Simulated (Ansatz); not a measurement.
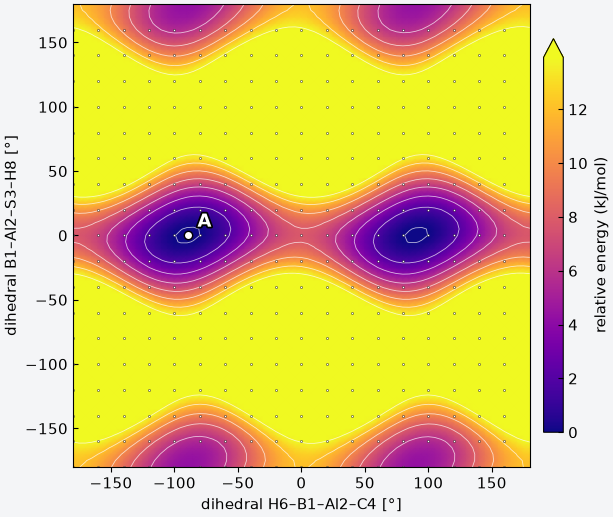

CH5AlBNS, SMILES [BH2][Al]([SH])[CH]=N. First axis: dihedral H6–B1–Al2–C4. Second axis: dihedral B1–Al2–S3–H8. Nothing is relaxed (all other coordinates rigid). The grid has 18 × 18 points. Energies: kJ/mol, counted from the lowest grid point. Theory: RKS PBE0-D4/def2-SVP (Ansatz).

In the figure: a smooth colour map with a few white contour lines, dots at the grid points, one colour for all values above the top of the scale, the well A. Between grid points the surface is interpolated.

**Estimate the position of the minimum and the force constants in these coordinates. Take the well at A.**

The interpolated minimum is at dihedral H6–B1–Al2–C4 ≈ −90°, dihedral B1–Al2–S3–H8 ≈ 0°. The curvatures there are about 0.15 eV/rad² and 0.35 eV/rad², with a cross term of about −0.071 eV/rad². Round the minimum the valley is somewhat tilted: raising dihedral H6–B1–Al2–C4 shifts the best value of dihedral B1–Al2–S3–H8 upwards (coupling k₁₂/√(k₁₁k₂₂) about −0.3). (1 eV is 96.5 kJ/mol.)
